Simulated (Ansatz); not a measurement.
**Ligand exchange: SbH2Cl + SiH3(SnH3) → SiH3(SbH2) + SnH3Cl**

Species: SbH2Cl `[Cl][SbH2]`, singlet; SiH3(SnH3), singlet; SiH3(SbH2), singlet; SnH3Cl `[Cl][SnH3]`, singlet. The partners trade Cl for SiH3: Sb–Cl and Sn–SiH3 bonds give way to Sb–SiH3 and Sn–Cl.

Shapes, held fixed at every level: PBE0-D4/def2-TZVP. Programs: Ansatz 0.2.0. The zero-point and thermal change to 298 K, harmonic and unscaled (PBE0-D4/def2-TZVP), is +0.6 kJ/mol.

```
              level                    kind  ΔH(298 K) (kJ/mol)  less CCSD(T)/def2-TZVPP
        HF/def2-SVP            Hartree–Fock               -49.0                     -9.7
      HF/def2-TZVPP            Hartree–Fock               -43.3                     -4.0
  PBE-D4/def2-TZVPP                     GGA               -31.6                     +7.7
B3LYP-D4/def2-TZVPP           global hybrid               -32.9                     +6.4
 wB97M-V/def2-TZVPP  range-separated hybrid               -36.6                     +2.7
      CCSD/def2-SVP   coupled cluster or CI               -46.0                     -6.7
 CCSD(T)/def2-TZVPP   coupled cluster or CI               -39.3                      0.0
```

The highest level, CCSD(T)/def2-TZVPP, gives ΔH(298 K) = -39.3 kJ/mol; the levels span -49.0 to -31.6. The column of differences is taken from that level and isn't an error. No measured value is set beside it here. For atoms past krypton def2 sets carry core potentials with scalar relativity. Correlated rows may include outer-core shells of Sb, Sn, which these sets cover unevenly.

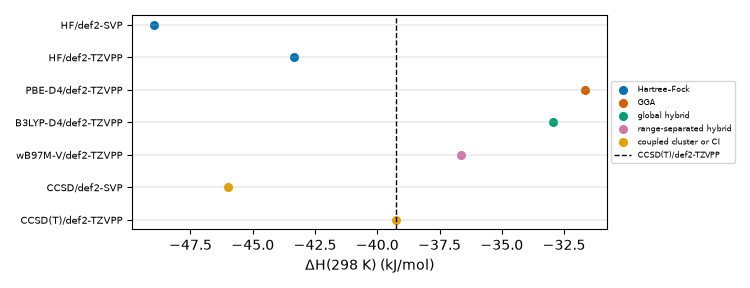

The values of the table, level by level.
